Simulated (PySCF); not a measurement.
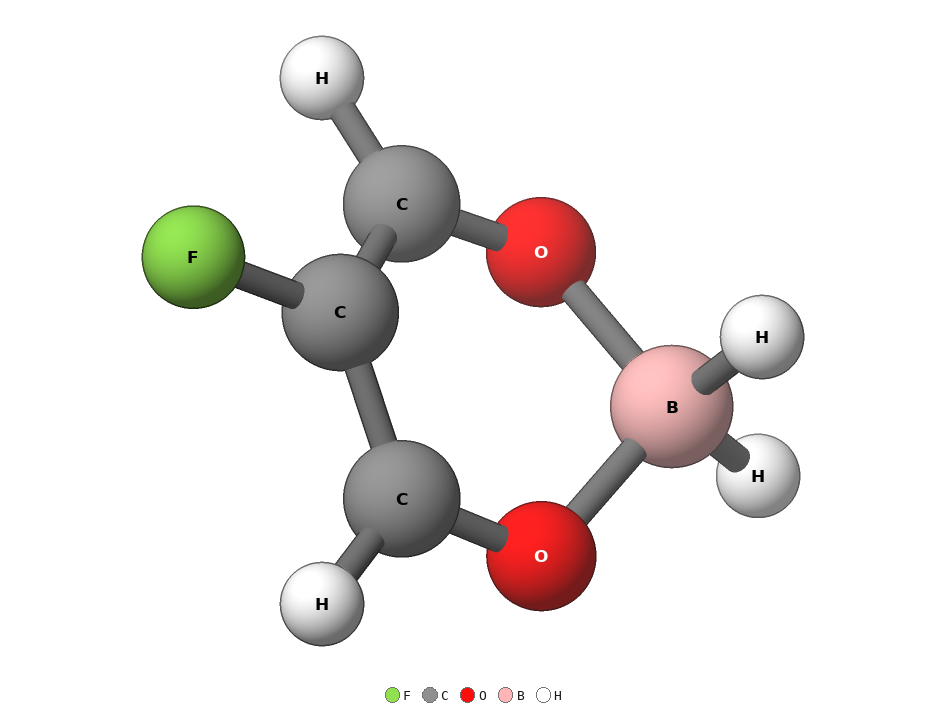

The geometry was computed by an optimisation with PBE0-D3(BJ)/def2-SVP. No frequency run is at hand to confirm it as a minimum. Program: PySCF 2.14.0.

At this fixed geometry, give polarisability (bohr³), dipole (D) at these levels: PBE0/6-31+G*; PBE0/aug-cc-pVDZ; PBE0/def2-SVP; PBE0/def2-TZVP.

```csv
level,polarisability (bohr³),dipole (D)
PBE0/6-31+G*,55.1,3.03
PBE0/aug-cc-pVDZ,58.4,3.01
PBE0/def2-SVP,49.5,3.16
PBE0/def2-TZVP,55.7,3.06
```
